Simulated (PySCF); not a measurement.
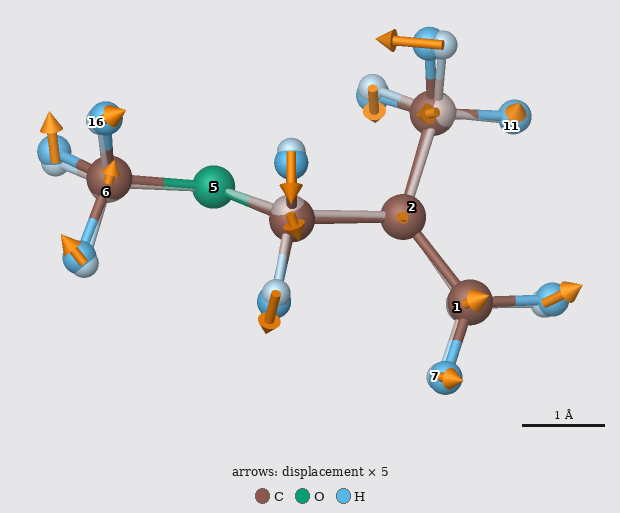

A relaxation of C5H10O. The starting structure is drawn faded, the final one solid; orange arrows show the displacements, magnified 5 times. The two geometries are superimposed by the best rigid fit.

The picture is a ball-and-stick view, seen at a tilt.

The start comes from GFN2-xTB. Its atoms were then displaced at random by about 0.01 Å.

Method: PySCF, PBE0-D3(BJ)/def2-SVP geometry optimisation, gas phase. 

**Describe the change and its energy.**

The largest move after the best rigid fit is that of an H atom, 0.18 Å. Largest moves by element: H 0.18 Å, C 0.08 Å, O 0.01 Å. Near-neighbour distances that change, for instance: C–C 1.540 → 1.502 Å, C–H 1.065 → 1.094 Å, C–C 1.319 → 1.336 Å, C–O 1.381 → 1.399 Å. Among the angles between lasting bonds that change: C–C–H 107.8° → 110.4°, O–C–H 113.4° → 111.1°. After 5 geometry steps the energy has fallen by 0.105 eV. The run took 39 s on 1 thread of Arm Neoverse V1, on a shared host.
